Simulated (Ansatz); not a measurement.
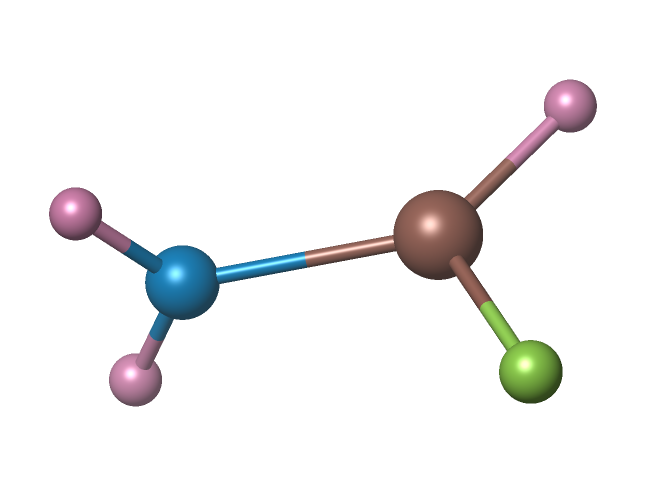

Every bond is drawn as one stick, whatever its order. Colours: boron blue, gallium brown, fluorine green, hydrogen pink.

What does the picture show?

It has 6 atoms: 1 boron, 1 fluorine, 1 gallium and 3 hydrogen (BFGaH3). Its SMILES string is `[BH2][GaH][F]`. Among its groups: B–H bond. This geometry has Cs symmetry. Coordination: 1 B trigonal planar; 1 Ga trigonal planar.

The parts below concern this one geometry. Atoms keep their numbers from picture to picture. Computed geometry: PBE0-D4/def2-TZVP optimisation. No frequency run is at hand to confirm it as a minimum.

Shape

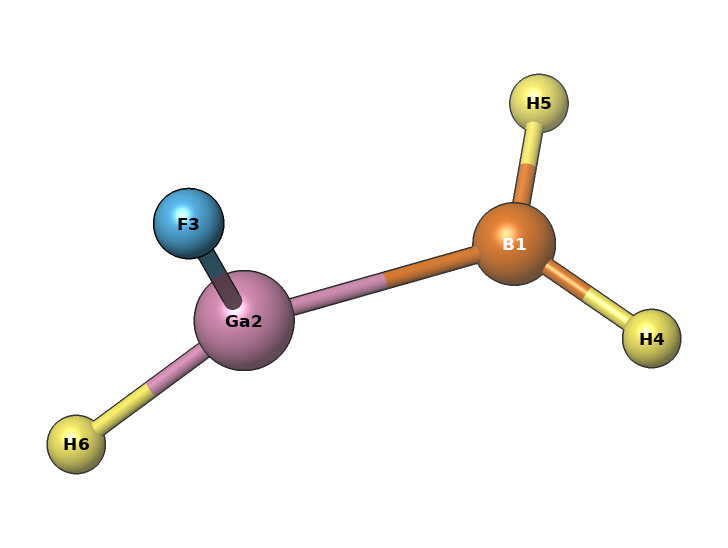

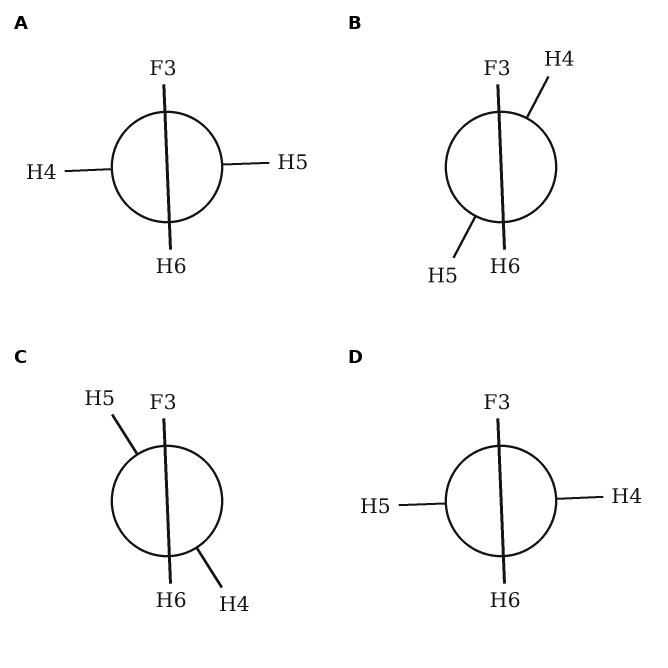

Atoms fade into the background with distance from the viewer. Bonds that would overlap in a projection are set slightly apart. No frequency run is at hand to confirm it as a minimum.

Which Newman projection shows the view along Ga2–B1, with Ga2 in front?

Answer. D. The torsion angle F3–Ga2–B1–H4 is 90°, about perpendicular.

Dipole moment

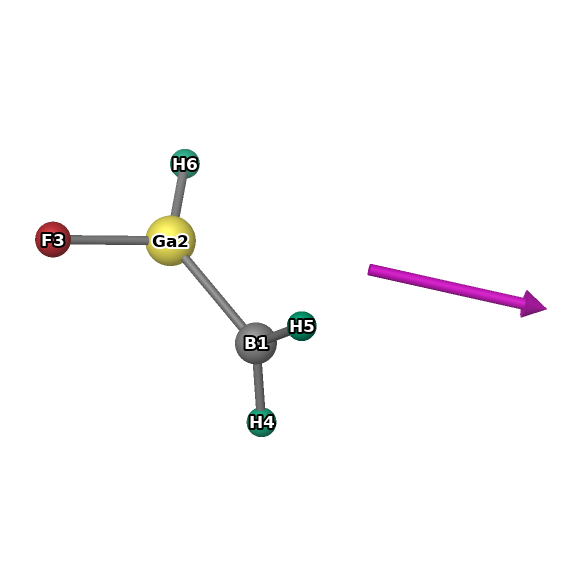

The arrow beside the molecule shows the direction of the dipole moment, from the negative to the positive end (its length means nothing). No frequency run is at hand to confirm it as a minimum. Properties computed with RKS PBE0-D4/def2-TZVP (Ansatz 0.2.0).

How large is the dipole moment?

Answer. 2.61 D; it points from the side of F3 to the side of H4, H5 (the outermost atoms at the two ends).

Charges

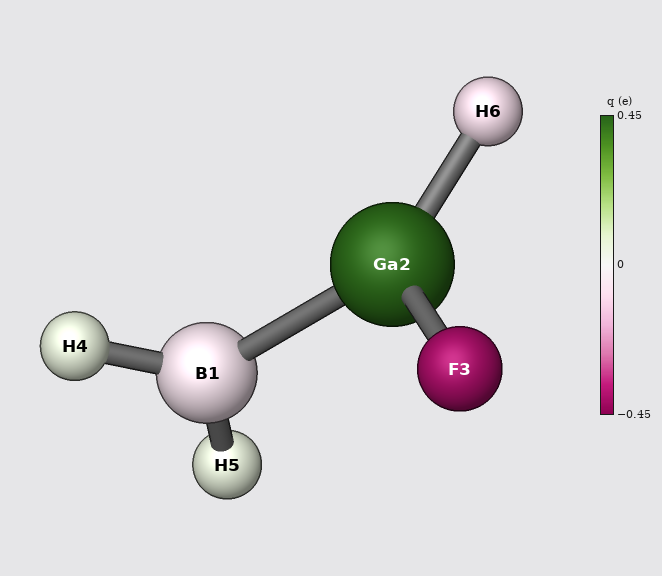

Atoms are coloured by their Mulliken charges. No frequency run is at hand to confirm it as a minimum. Method: RKS PBE0-D4/def2-TZVP (Ansatz 0.2.0).

Which atom carries the highest charge (most positive or least negative)?

Answer. Ga2 (0.43 e).

And the lowest?

Answer. F3 (−0.40 e).

List the Mulliken charges.

```csv
atom,value (e)
B1,−0.06
Ga2,0.43
F3,−0.40
H4,0.05
H5,0.05
H6,−0.08
```

Electronic properties

No frequency run is at hand to confirm it as a minimum. Method: RKS PBE0-D4/def2-TZVPP (Ansatz 0.2.0).

What is the HOMO–LUMO gap?

Answer. 5.28 eV.

Estimate the HOMO energy (Kohn–Sham orbital).

Answer. −8.02 eV.

Mulliken values depend strongly on the basis set and can even reverse the polarity of a bond.
